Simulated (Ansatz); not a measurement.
# GeH2 (SMILES [H][Ge][H]) at revPBE/STO-3G

What is the electronic atomisation energy of GeH2 at revPBE/STO-3G? 

Program for the calculation: Ansatz 0.2.0.

33 further runs of the same task are left out: 6 that didn't finish, 27 set aside as unsound or not needed.

**1. The system as given**

GeH2 has 3 atoms, charge 0, and is taken as a singlet. As SMILES, `[H][Ge][H]`. The shape comes from GFN2-xTB, which is rough for such elements, and wasn't checked as a minimum.

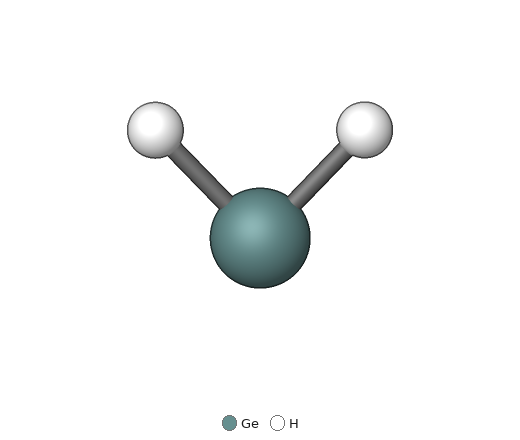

Viewed from a chosen angle; germanium teal, hydrogen white.

**2. The energy at revPBE/STO-3G**

input.yaml

```yaml
crystal:
  periodic: [false, false, false]
  atoms:
    - {symbol: Ge, position_ang: [0.004590, -0.009050, -0.781020]}
    - {symbol: H, position_ang: [1.098840, -0.017820, 0.398440]}
    - {symbol: H, position_ang: [-1.103430, 0.026870, 0.382580]}
basis:
  gaussian: {orbitals: STO-3G}
hamiltonian: {xc: {name: revPBE}}
accuracy: high
```

On the command line:

```sh
$ ansatz run input.yaml --threads 1 --pin off --max-ram 2610MiB --events-out events.jsonl --progress --plain --runs-dir runs
```

What it wrote:

```text
Warning: RAYON_NUM_THREADS=1 ignored (pool sized by the plan → 1); use --threads N
Functional definition: revPBE
  name "revPBE"
  parameter kappa = 1.245
  parameter beta = 0.06672455060314922
  exchange = pbe_x(kappa = kappa, mu = beta*pi^2/3)
  correlation = pbe_c(beta = beta)
235 factors; integrals over basis functions are off by at most 1.3e-8 eV
mean field evaluation 1: about -55787.7182 eV, gradient 1.8e2 eV
mean field evaluation 2: about -55871.2354 eV, gradient 5.9e1 eV
mean field evaluation 4: about -55845.4006 eV, gradient 6.1e1 eV
mean field evaluation 8: about -55844.8049 eV, gradient 6.3e1 eV
mean field evaluation 16: about -55890.6602 eV, gradient 1.5e-3 eV
mean field evaluation 32: about -55887.2319 eV, gradient 2.7e1 eV
mean field evaluation 64: about -55890.0498 eV, gradient 6.6e0 eV
mean field -55890.66288615 eV, -2053.9439770142 hartree, gradient 1.6e-8 eV, S^2 0.000000; 6 other end points of the search recorded, 0 dependent functions left out
reference -55890.66288807 eV, -2053.9439770846 hartree; 17, 17 occupied and 3, 3 virtual orbitals, 235 factors
Total energy: -55890.66288807 eV, -2053.9439770846 hartree
```

Wall time 1.9 s (1 thread of Arm Neoverse V1, shared host).

**3. The Ge atom, same level**

run.yaml

```yaml
crystal:
  periodic: [false, false, false]
  atoms:
    - {symbol: Ge, position_ang: [0.000000, 0.000000, 0.000000]}
basis:
  gaussian:
    orbitals: STO-3G
magnetization:
  spin_polarized: true
  initial_magnetization: 2
accuracy: high
hamiltonian:
  xc: {name: revPBE}
```

Run the same way, it converges to -2052.67318 Eh (log not shown).

**4. The H atom, same level**

in.yaml

```yaml
crystal:
  periodic: [false, false, false]
  atoms:
    - symbol: H
      position_ang: [0.000000, 0.000000, 0.000000]
basis:
  gaussian: {orbitals: STO-3G}
magnetization: {spin_polarized: true, initial_magnetization: 1}
hamiltonian: {xc: {name: revPBE}}
accuracy: high
```

Run the same way, it converges to -0.47010 Eh (log not shown).

**5. Summary of results**

At revPBE/STO-3G:

| quantity | value |
| --- | --- |
| molecule: total energy | -2053.94398 Eh |
| Ge atom: total energy | -2052.67318 Eh |
| Ge atom: ⟨S²⟩ | 2.285 |
| H atom: total energy | -0.47010 Eh |
| H atom: ⟨S²⟩ | 0.750 |
| electronic atomisation energy | 8.996 eV |

**Reading.** Taking the molecule apart into free atoms costs 9.00 eV (868 kJ/mol), before zero-point energy and without spin-orbit coupling. In a minimal basis such a difference can be off by several eV, whatever the method. ⟨S²⟩ (Ge atom) is 2.28 where a pure triplet has 2.00: the reference is spin-contaminated.
